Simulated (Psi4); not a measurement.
# USCAN/cc-pVTZ-DK (sfX2C, sweep point 2) run of SiPH3Cl (SMILES P[SiH]Cl)

What is the energy change on altering one bond length of SiPH3Cl at USCAN/cc-pVTZ-DK (sfX2C, sweep point 2)? Input form: a Python script.

The results are computed with Psi4 1.11.

## (1) Starting point

The species is SiPH3Cl (6 atoms), meant as a doublet with charge 0. As SMILES, `P[SiH]Cl`. Geometry: relaxed at GFN2-xTB. This is one conformer, not always the lowest.

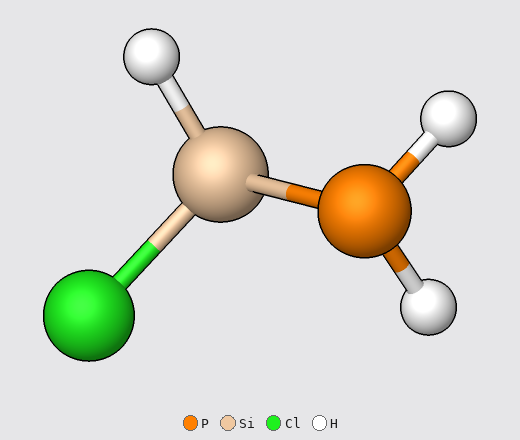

The structure, seen from a chosen angle (phosphorus orange, silicon light orange, chlorine green, hydrogen white).

## (2) A single-point energy at USCAN/cc-pVTZ-DK (sfX2C, sweep point 2)

The input, calc.py:

```python
import psi4

psi4.set_memory(1600000000)
psi4.set_num_threads(1)
psi4.set_output_file('psi4.out', False)

molecule = psi4.geometry("""
0 2
P     -0.78635283     0.64175099    -2.17197562
Si     0.68581941    -0.24955723     1.69304343
Cl     2.74588544    -3.48769743     1.55052029
H     -2.67362232    -1.17559862    -2.18584621
H     -2.41832032     2.52055450    -1.36455234
H      2.44655282     1.75054780     2.47881045
units au
symmetry c1
""")

psi4.set_options({
    'basis': 'cc-pVTZ-DK',
    'reference': 'uks',
    'puream': True,
    'scf_type': 'pk',
    'dft_radial_points': 99,
    'dft_spherical_points': 590,
    'maxiter': 100,
    'relativistic': 'x2c',
})

result = psi4.energy('scan', molecule=molecule)
print(f'scan energy: {result:.10f} Eh')
for k, v in sorted(psi4.core.scalar_variables().items()):
    print(f'{k:45s} {v:18.10f}')
```

Run with:

```bash
$ python calc.py
```

psi4.out:

```text
[...]
  Running in c1 symmetry.
[...]
  Nuclear repulsion =  183.010125400386983
[...]
  Multiplicity = 2
[...]
  Nalpha       = 25
  Nbeta        = 24
[...]
    Number of basis functions: 144
[...]
    WARNING: The X2C and Dirac Hamiltonians have substatially different eigenvalues!
             This is probably caused by the recontraction of the basis set.
[...]
   @UKS iter   1: -1095.71462050731384   -1.20535e-01   3.40877e-03 DIIS/ADIIS
[...]
   @UKS iter   9: -1095.82139597246123   -9.27078e-08   9.70082e-07 DIIS
[...]
   @S^2 Observed:                7.554886250E-01
[...]
    Orbital Energies [Eh]
    ---------------------
    Alpha Occupied:
       1A   -101.601295     2A    -77.012824     3A    -66.043975
       4A     -9.437542     5A     -7.119969     6A     -7.115360
       7A     -7.114368     8A     -6.517491     9A     -5.269655
      10A     -4.629148    11A     -4.628197    12A     -4.625720
      13A     -3.589832    14A     -3.588326    15A     -3.585290
      16A     -0.806883    17A     -0.632902    18A     -0.491593
      19A     -0.393101    20A     -0.364142    21A     -0.350124
      22A     -0.331321    23A     -0.298479    24A     -0.277579
      25A     -0.195121
    Alpha Virtual:
[...]
  @UKS Final Energy: -1095.82139597246123
   => Energetics <=
    Nuclear Repulsion Energy =            183.0101254003869826
    One-Electron Energy =               -1879.0656548663437206
    Two-Electron Energy =                 674.1837000626292138
    DFT Exchange-Correlation Energy =     -73.9495665691337223
    Empirical Dispersion Energy =           0.0000000000000000
    VV10 Nonlocal Energy =                  0.0000000000000000
    Total Energy =                      -1095.8213959724612323
[...]
 Multipole Moments:
 ------------------------------------------------------------------------------------
     Multipole            Electronic (a.u.)      Nuclear  (a.u.)        Total (a.u.)
 ------------------------------------------------------------------------------------
 L = 1.  Multiply by 2.5417464519 to convert [e a0] to [Debye]
 Dipole X            :          2.2840953           -2.7324996           -0.4484042
 Dipole Y            :         -3.1381535            3.4874070            0.3492535
 Dipole Z            :          0.3787477           -0.3868542           -0.0081065
 Magnitude           :                                                    0.5684277
[...]
```

The script printed:

```text
scan energy: -1095.8213959725 Eh
CURRENT ENERGY                                  -1095.8213959725
CURRENT REFERENCE ENERGY                        -1095.8213959725
DD SOLVATION ENERGY                                 0.0000000000
DFT FUNCTIONAL TOTAL ENERGY                     -1095.8213959725
DFT TOTAL ENERGY                                -1095.8213959725
DFT VV10 ENERGY                                     0.0000000000
DFT XC ENERGY                                     -73.9495665691
GRID ELECTRONS ALPHA                               25.0000002232
GRID ELECTRONS BETA                                24.0000001590
GRID ELECTRONS TOTAL                               49.0000003821
NUCLEAR REPULSION ENERGY                          183.0101254004
ONE-ELECTRON ENERGY                             -1879.0656548663
PCM POLARIZATION ENERGY                             0.0000000000
PE ENERGY                                           0.0000000000
SCF ITERATION ENERGY                            -1095.8213959725
SCF ITERATIONS                                      9.0000000000
SCF TOTAL ENERGY                                -1095.8213959725
TWO-ELECTRON ENERGY                               674.1837000626
XC GRID RADIAL POINTS                              99.0000000000
XC GRID SPHERICAL POINTS                          590.0000000000
XC GRID TOTAL POINTS                           331648.0000000000
```

Wall time 2.5 min (1 thread of Intel Xeon Platinum 8259CL at 2.50GHz (Skylake/Cascade Lake), shared host); peak memory 1.4 GiB.

## (3) The distorted shape

The input, run.py:

```python
import psi4

psi4.set_memory('1600 MB')
psi4.set_num_threads(1)
psi4.set_output_file('clh3psi.out', False)

mol = psi4.geometry("""
0 2
P      0.51922304    -0.86129370    -2.81791424
Si     1.99139528    -1.75260193     1.04710480
Cl     4.05146132    -4.99074213     0.90458166
H     -1.36804644    -2.67864332    -2.83178483
H     -2.41832032     2.52055450    -1.36455234
H      3.75212870     0.24750310     1.83287182
units au
symmetry c1
""")

options = {'basis': 'cc-pVTZ-DK', 'reference': 'uks', 'puream': True, 'scf_type': 'pk', 'dft_radial_points': 99, 'dft_spherical_points': 590, 'maxiter': 100, 'relativistic': 'x2c'}
psi4.set_options(options)

energy_value = psi4.energy("scan", molecule=mol)
print('E =', round(energy_value, 9))
```

Run with:

```bash
$ python run.py
```

clh3psi.out:

```text
[...]
  Running in c1 symmetry.
[...]
  Nuclear repulsion =  179.425374685762506
[...]
  Multiplicity = 2
[...]
  Nalpha       = 25
  Nbeta        = 24
[...]
    Number of basis functions: 144
[...]
    WARNING: The X2C and Dirac Hamiltonians have substatially different eigenvalues!
             This is probably caused by the recontraction of the basis set.
[...]
   @UKS iter   1: -1095.52219860964442   -1.33270e-01   3.80952e-03 DIIS/ADIIS
[...]
   @UKS iter  15: -1095.71146111951566   -5.01539e-08   8.08974e-07 DIIS
[...]
   @S^2 Observed:                7.701228821E-01
[...]
    Orbital Energies [Eh]
    ---------------------
    Alpha Occupied:
       1A   -101.609913     2A    -77.051639     3A    -66.051198
       4A     -9.446036     5A     -7.128432     6A     -7.123947
       7A     -7.122878     8A     -6.549690     9A     -5.276772
      10A     -4.664839    11A     -4.658950    12A     -4.657363
      13A     -3.597044    14A     -3.595496    15A     -3.592317
      16A     -0.814890    17A     -0.620374    18A     -0.494086
      19A     -0.386530    20A     -0.359981    21A     -0.339129
      22A     -0.326356    23A     -0.286675    24A     -0.270146
      25A     -0.201094
    Alpha Virtual:
[...]
  @UKS Final Energy: -1095.71146111951566
   => Energetics <=
    Nuclear Repulsion Energy =            179.4253746857625060
    One-Electron Energy =               -1871.3850847924766185
    Two-Electron Energy =                 670.0308995914367642
    DFT Exchange-Correlation Energy =     -73.7826506042383699
    Empirical Dispersion Energy =           0.0000000000000000
    VV10 Nonlocal Energy =                  0.0000000000000000
    Total Energy =                      -1095.7114611195156613
[...]
 Multipole Moments:
 ------------------------------------------------------------------------------------
     Multipole            Electronic (a.u.)      Nuclear  (a.u.)        Total (a.u.)
 ------------------------------------------------------------------------------------
 L = 1.  Multiply by 2.5417464519 to convert [e a0] to [Debye]
 Dipole X            :          3.2380206           -3.3730063           -0.1349856
 Dipole Y            :         -4.2825369            4.2247906           -0.0577464
 Dipole Z            :          0.0769826           -0.0699611            0.0070216
 Magnitude           :                                                    0.1469866
[...]
```

Standard output:

```text
E = -1095.71146112
```

It took 3.6 min on 1 thread of Intel Xeon Platinum 8259CL at 2.50GHz (Skylake/Cascade Lake), shared host; peak memory 1.4 GiB.

## (4) What came out

At USCAN/cc-pVTZ-DK (sfX2C, sweep point 2):

| quantity | value |
| --- | --- |
| first shape: total energy | -1095.82140 Eh |
| first shape: dipole moment | 1.44 D |
| first shape: HOMO energy (highest over α and β) | -5.31 eV |
| first shape: LUMO energy (lowest over α and β) | -3.25 eV |
| first shape: ⟨S²⟩ | 0.755 |
| distorted shape: total energy | -1095.71146 Eh |
| distorted shape: dipole moment | 0.37 D |
| distorted shape: HOMO energy (highest over α and β) | -5.47 eV |
| distorted shape: LUMO energy (lowest over α and β) | -4.47 eV |
| distorted shape: ⟨S²⟩ | 0.770 |
| energy change with the P1–H5 bond stretched from 1.384 to 2.492 Å | 2.991 eV |

In words: With the P1–H5 bond stretched from 1.384 to 2.492 Å the energy rises by 2.99 eV (289 kJ/mol). The first shape isn't relaxed at this level, so the change isn't measured from a minimum.
